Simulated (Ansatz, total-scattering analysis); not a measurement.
# From S(Q) to neighbour shells

The sample: B2O3 (B 40.0, O 60.0 atom %) at 1500 K, fixed volume (mean pressure -2.1 GPa), ρ₀ = 0.0670 Å⁻³. The data come from ab initio molecular dynamics with Ansatz (PBE, plane waves, PAW default files, Langevin thermostat, no spin, fixed volume). The average runs over 0.92 ps of 70 atoms, so shells between rare elements are rough. Mean temperature 1446 K, largest m.s.d. 0.68 Å², energy drift -4 meV an atom (last third less first, no steady trend), Langevin friction 10 ps⁻¹; the first quarter of the run is discarded. Start: last frame of a classical run of this cell at the same density and temperature. So short a stretch relaxes bonds and nearest shells but still remembers its start. It is a melt by its history, in a run too short to show flow.

S(Q) is the Faber–Ziman total, Σ ci cj fi fj (Sij − 1)/⟨f⟩² + 1. Below 4 Å⁻¹ the partials are summed on the cell's own reciprocal vectors (from 0.62 Å⁻¹) and folded with a Gaussian of σ = 0.14 Å⁻¹; above it they are transforms of g(r) out to 6.9 Å, tapered over the last 40 %. The fold lowers sharp peaks, and with so few vectors their positions are good to about 0.1 Å⁻¹. X-rays take neutral-atom form factors, neutrons coherent lengths (B 6.65, O 5.8037 fm). Boron is taken as ¹¹B. G(r) = 4πrρ₀[g(r) − 1] carries the resolution of a Lorch-windowed transform up to 20 Å⁻¹. The patterns are simulated, not measured. The cell is small: beyond half the box only the part of each shell inside it is counted, and low-Q values rest on few vectors.

| Q (Å⁻¹) | X-ray | neutron |
| --- | --- | --- |
| 0.6 | 0.48 | 0.56 |
| 0.9 | 0.94 | 1.07 |
| 1.2 | 1.10 | 1.27 |
| 1.5 | 1.32 | 1.51 |
| 1.8 | 0.86 | 1.02 |
| 2.1 | 0.96 | 1.19 |
| 2.4 | 0.77 | 0.97 |
| 2.7 | 0.71 | 0.69 |
| 3.0 | 1.02 | 0.67 |
| 3.3 | 1.07 | 0.75 |
| 3.6 | 0.81 | 0.67 |
| 3.9 | 0.72 | 0.67 |
| 4.2 | 0.70 | 0.70 |
| 4.5 | 0.80 | 0.82 |
| 4.8 | 0.89 | 0.97 |
| 5.1 | 1.06 | 1.17 |
| 5.4 | 1.32 | 1.39 |
| 5.7 | 1.48 | 1.49 |
| 6.0 | 1.40 | 1.38 |
| 6.3 | 1.17 | 1.15 |
| 6.6 | 0.96 | 0.95 |
| 6.9 | 0.84 | 0.85 |
| 7.2 | 0.79 | 0.81 |
| 7.5 | 0.79 | 0.80 |
| 7.8 | 0.82 | 0.82 |
| 8.1 | 0.89 | 0.87 |
| 8.4 | 0.97 | 0.93 |
| 8.7 | 1.02 | 0.99 |
| 9.0 | 1.03 | 1.02 |
| 9.3 | 1.02 | 1.03 |
| 9.6 | 1.02 | 1.04 |
| 9.9 | 1.05 | 1.08 |
| 10.2 | 1.09 | 1.12 |
| 10.5 | 1.12 | 1.14 |
| 10.8 | 1.11 | 1.12 |
| 11.1 | 1.07 | 1.06 |
| 11.4 | 1.01 | 0.99 |
| 11.7 | 0.94 | 0.93 |
| 12.0 | 0.90 | 0.89 |

G(r):

```tsv
r (Å)	X-ray	neutron
1.0	-1.03	-0.90
1.1	-1.02	-0.81
1.2	0.29	0.74
1.3	2.45	3.29
1.4	3.35	4.39
1.5	2.00	2.83
1.6	-0.26	0.22
1.7	-1.53	-1.26
1.8	-1.63	-1.49
1.9	-1.49	-1.54
2.0	-1.39	-1.63
2.1	-1.03	-1.43
2.2	-0.03	-0.72
2.3	1.34	0.31
2.4	2.14	1.10
2.5	1.78	1.13
2.6	0.58	0.43
2.7	-0.47	-0.38
2.8	-0.94	-0.85
2.9	-1.04	-0.95
3.0	-0.96	-0.83
3.1	-0.82	-0.63
3.2	-0.67	-0.47
3.3	-0.54	-0.31
3.4	-0.38	-0.11
3.5	-0.16	0.15
3.6	0.05	0.39
3.7	0.12	0.44
3.8	-0.04	0.21
3.9	-0.25	-0.10
4.0	-0.30	-0.27
4.1	-0.18	-0.26
4.2	0.03	-0.15
4.3	0.26	-0.02
4.4	0.45	0.08
4.5	0.55	0.13
4.6	0.52	0.11
4.7	0.38	0.03
4.8	0.14	-0.08
4.9	-0.10	-0.16
5.0	-0.25	-0.20
5.1	-0.34	-0.21
5.2	-0.38	-0.21
5.3	-0.35	-0.17
5.4	-0.23	-0.04
5.5	-0.04	0.14
5.6	0.15	0.32
5.7	0.30	0.43
5.8	0.38	0.47
5.9	0.38	0.46
6.0	0.35	0.42
```

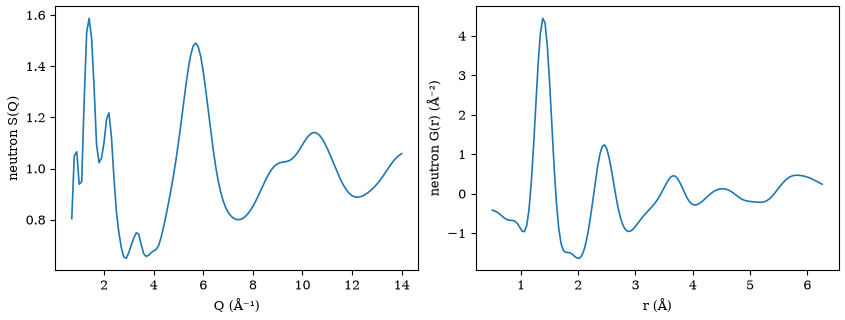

Q: Assign the low-r maxima. Which coordination numbers can be read off, and what are they?

Each pair enters with the weight ci cj fi fj (2 − δij)/⟨f⟩², taking f = Z for X-rays at Q = 0: O–O 0.50 / 0.32; B–O 0.42 / 0.49; B–B 0.09 / 0.19 (X-ray / neutron).

| radiation | maximum (Å) | G (Å⁻²) | pairs that make it (share of the curvature of G, each pair at the same resolution) |
| --- | --- | --- | --- |
| X-ray | 1.39 | 3.42 | B–O 100 % |
| X-ray | 2.42 | 2.19 | O–O 98 % |
| X-ray | 3.68 | 0.13 | B–O 100 % |
| X-ray | 4.53 | 0.56 | O–O 100 % |
| neutron | 1.39 | 4.46 | B–O 100 % |
| neutron | 2.45 | 1.24 | O–O 84 %, B–B 16 % |
| neutron | 3.66 | 0.46 | B–O 100 % |

The first neutron peak is mostly one pair, so its area estimates the neighbours: ∫ r [G + 4πρ₀r] dr from 0.93 to 1.78 Å is 2.46, and times c(O)/weight = 0.600/0.491 gives 3.0 O around each B; the count from the coordinates is 3.00.

From the coordinates:

| pair | first peak (Å) | g there | first minimum (Å) | g there | neighbours |
| --- | --- | --- | --- | --- | --- |
| B–O | 1.38 | 16.7 | 1.78 | 0.04 | 3.0 O per B, 2.0 B per O |
| O–O | 2.40 | 4.8 | 2.84 | 0.44 | 4.3 |
| B–B | 2.59 | 3.8 | 3.08 | 0.27 | 3.1 |

Bonded neighbours (only these pairs count: cutoffs B–O 1.78 Å): B: 3 100 %; O: 2 100 %. Bridging oxygens per network former of four or fewer bonds: B: Q3 100 %. Oxygen by network formers bound (Si, B, P, Ge and Al count): two 100 %. O–B–O peak at 118° and B–O–B peak at 136°. These counts come from 15 frames.

Unlike atoms are nearest: the pair functions peak at 1.38 Å (B–O) and 2.40 Å (O–O). The ratio of these peaks, 1.73 (±0.04), compares with 1.73 for a triangle, 1.63 for a tetrahedron and 1.41 for an octahedron, and B has 3.0 anions. The weights that differ most between the probes (X-ray, neutron): O–O 0.50 and 0.32, B–B 0.09 and 0.19 and B–O 0.42 and 0.49.

[Logs are printed without paths, hosts, clocks, repeated set-up lines and the standing remarks that a program may print on its own settings, such as how far it seeks lower states.]
